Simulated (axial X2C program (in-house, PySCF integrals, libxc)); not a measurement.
**TiSi⁻: relativistic diatomic calculation**

- system: TiSi⁻, single determinant with Ω = 1/2.
- method: PBE0, two-component X2C with atomic mean-field Coulomb and Gaunt terms, Ti dyall-av3z, Si dyall-av3z (cores contracted) (axial X2C program (in-house, PySCF integrals, libxc))

### Log
```
two-component X2C + atomic mean field  PBE0
basis functions 180  fitting functions 700  grid points 5082
iter        total energy     max residual
   1      -1141.044456390     1.88e+00
   2      -1143.243735270     3.82e-02
   3      -1141.657105932     1.75e-01
   4      -1143.132756373     1.04e-01
   5      -1143.199241602     7.86e-02
   6      -1143.292566388     1.14e-02
   7      -1143.295634702     3.36e-03
   8      -1143.295998902     1.68e-03
   9      -1143.296096256     5.67e-04
  10      -1143.296137022     2.98e-04
  11      -1143.296143549     1.18e-04
  12      -1143.296144708     3.16e-05
  13      -1143.296144896     1.14e-05
  14      -1143.296144950     6.55e-06
  15      -1143.296144959     4.20e-06
  16      -1143.296144963     2.01e-06
  17      -1143.296144964     6.93e-07
converged
one-electron -1704.20797424  Coulomb 560.51264820  exact exchange -15.44923858  xc functional -47.63884235  nuclear repulsion 63.71641164  atomic mean-field constant -0.22914963
```

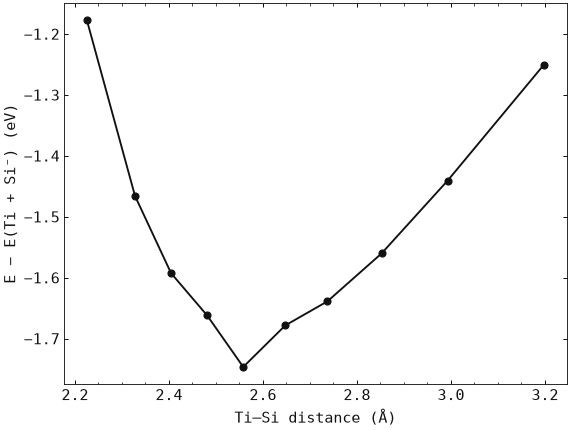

*Energy at 10 bond lengths, for one set of occupations held fixed; the line joins the points.*

The lowest point is at 2.56 Å; the points are too few or too rough near it for spectroscopic constants. The lowest point lies 1.75 eV below Ti + Si⁻.

### Input file
```
{"zs": [22, 14], "q": -1, "bas": ["dyall-av3z", "dyall-av3z"], "levels": ["PBE0", "HF", "BHandHLYP", "PBE"], "cc": false, "r0": 2.52, "npts": 10, "nst": 2, "ntry": 6, "opt": {"auxb": 3.0}}
```

The line is the task of a batch: nuclear charges, charge, bases, the levels to run, a first guess of the distance and further settings. This report covers PBE0 with spin-orbit coupling. The log is that of the reference distance 2.558 Å.

Launched within a batch (the task file carries these settings):
```bash
python <driver script> task.json out
```

### Outcome

- outcome: converged; a filled level lies above zero
- hardware: 1 thread of Arm Neoverse N1, 98 GiB of memory available, shared host
- wall time: 15 s

### What is odd here

One thing in this input was made odd on purpose: sparse fitting set (auxb = 3.0). The program ran to the end. Its numbers are those of the input as typed; this run alone doesn't show how far the oddity moves them. The highest filled level (PBE0, up to 0.55 eV) lies above zero. That is common for anions, where the functional's self-interaction leaves the outer electrons unbound; only the finite basis holds them, so such levels depend on it. To bear in mind: curve is not smooth near the minimum.
